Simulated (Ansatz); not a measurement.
# F3H5InNSi: how energies converge with the basis set

How large a basis does F3H5InNSi need? Two functionals are run in growing sets.

Program: Ansatz 0.2.0, Gaussian basis. Level of theory: one geometry, several basis sets. These are calculated values, not measurements.

Levels to be run: PBE0-D4/def2-SVP; ωB97M-V/def2-SVP; PBE0-D4/def2-QZVPP; ωB97M-V/def2-QZVPP; the functionals' def2-TZVPP values are taken from earlier runs.

**1. The geometry**

An earlier PBE0-D4 in a triple-zeta def2 set relaxation fixed the geometry. In takes the def2 core potential; no spin-orbit term is included.

SMILES `[F][In-]([F])([F])[NH2+][SiH3]`, 11 atoms, charge 0, spin multiplicity 1.

Atoms are counted from 1 here; the program's logs count them from 0.

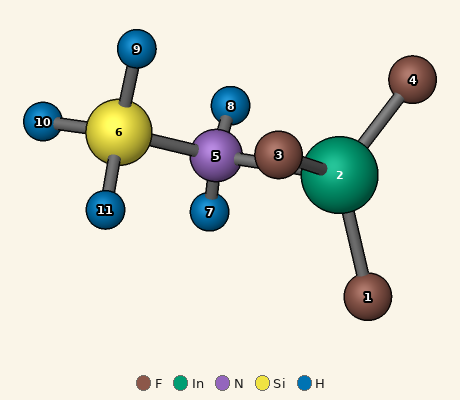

The geometry (fluorine brown, indium teal, nitrogen purple, silicon yellow, hydrogen blue); atoms are numbered from 1 in the order of the file.

**2. PBE0-D4 in def2-SVP**

Input file in.yaml:

```yaml
crystal:
  periodic: [false, false, false]
  atoms:
    - {symbol: F, position_ang: [-2.399545, -1.883236, -0.252611]}
    - {symbol: In, position_ang: [-0.466241, -1.774601, -0.066384]}
    - {symbol: F, position_ang: [0.265732, -1.495932, 1.723562]}
    - {symbol: F, position_ang: [0.653429, -2.673858, -1.378353]}
    - {symbol: N, position_ang: [-0.151981, 0.371707, -0.707313]}
    - {symbol: Si, position_ang: [0.570733, 1.395998, 0.587673]}
    - {symbol: H, position_ang: [-1.065016, 0.708556, -1.003378]}
    - {symbol: H, position_ang: [0.430610, 0.331502, -1.540201]}
    - {symbol: H, position_ang: [1.890185, 0.814187, 0.893860]}
    - {symbol: H, position_ang: [0.716881, 2.771680, 0.048784]}
    - {symbol: H, position_ang: [-0.379486, 1.377097, 1.714662]}
basis:
  gaussian: {orbitals: def2-SVP}
hamiltonian: {xc: pbe0, dispersion: d4}
output: {orbitals: {seedname: orbitals}}
```

Command:

```
> ansatz run in.yaml --threads 4 --pin off --events-out ev --progress --plain --max-ram 11315MiB
```

After this run come: ωB97M-V in def2-SVP; PBE0-D4 in def2-QZVPP; ωB97M-V in def2-QZVPP.

Before running them: what should the planned runs give, taken together? Wanted: PBE0-D4: double and triple zeta above quadruple; ωB97M-V: double and triple zeta above quadruple.

As calculated:

| quantity | value |
| --- | --- |
| PBE0-D4: double and triple zeta above quadruple | 16.29, 0.91 eV |
| ωB97M-V: double and triple zeta above quadruple | 16.56, 0.85 eV |

**Reading.** PBE0-D4 gains 15.38 eV from double to triple zeta, then 0.91 eV more. These are total energies; as a rule much of such shifts cancels in differences, which this series doesn't test.
